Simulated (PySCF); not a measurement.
C₅H₁₃BOS

The calculation's input:

```
{"job": {"kind": "nmr", "xc": "PBE0", "basis": "pcSseg-1"}, "charge": 0, "multiplicity": 1}
C      3.119770     0.590489     1.206257
C      1.921113     0.558912     0.267590
O      1.128912    -0.576343     0.562445
B      0.100259    -1.024261    -0.143308
C     -0.441861    -0.399937    -1.515089
C     -1.951752    -0.170055    -1.559273
S     -2.483647     1.256804    -0.554831
C     -2.465469     0.520899     1.101088
H      2.784981     0.630859     2.239338
H      3.720394    -0.305613     1.073132
H      3.732206     1.462934     0.996460
H      2.260593     0.517297    -0.773916
H      1.313436     1.462859     0.398017
H     -0.404289    -1.989086     0.304940
H     -0.203851    -1.109779    -2.314291
H      0.045582     0.541307    -1.777275
H     -2.280210     0.077393    -2.569360
H     -2.503632    -1.041566    -1.208066
H     -3.188481    -0.289566     1.143157
H     -2.744103     1.306780     1.795774
H     -1.468870     0.151319     1.326739
```

Launched as:

```sh
OMP_NUM_THREADS=1 python probes_run.py task.json out
```

Geometry: GFN2-xTB.

All numbers below come from PBE0/pcSseg-1, SCF density, gas phase, non-relativistic in PySCF.

Question: What will maps of the electron density and electron localisation function show?

Answer: B–O (1.33 Å): the density is about 2.3 e/Å³ at the midpoint; the ELF peaks at about 0.90 between the atoms: a polar covalent bond.
C–O (1.42 Å): ρ is about 2 e/Å³ halfway, with its minimum of 1.7 e/Å³ about 0.5 Å from C; the ELF peaks at about 0.90 between the atoms: a polar covalent bond.
C–C (1.52 Å): the density is about 1.7 e/Å³ at the midpoint; the ELF peaks at about 0.95 between the atoms: a shared electron pair.
C–B (1.60 Å): the density is about 1.3 e/Å³ at the midpoint; the ELF peaks at about 1 between the atoms; localised, covalent bonding.

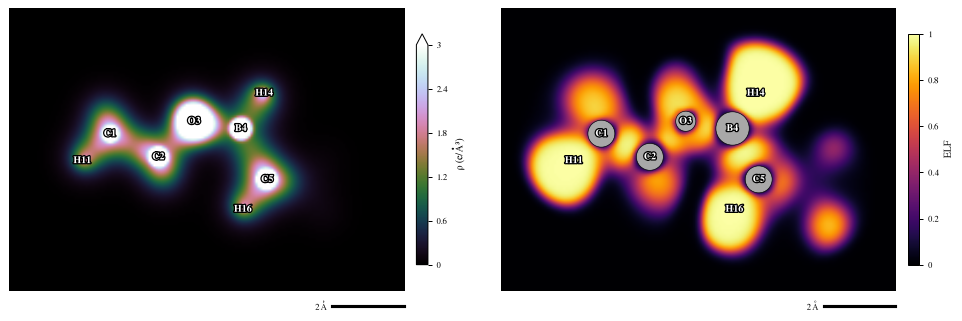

Computed electron density and electron localisation function on the plane of atoms O3, B4 and C5, in this order. Grey discs cover the atomic cores in the ELF map. 
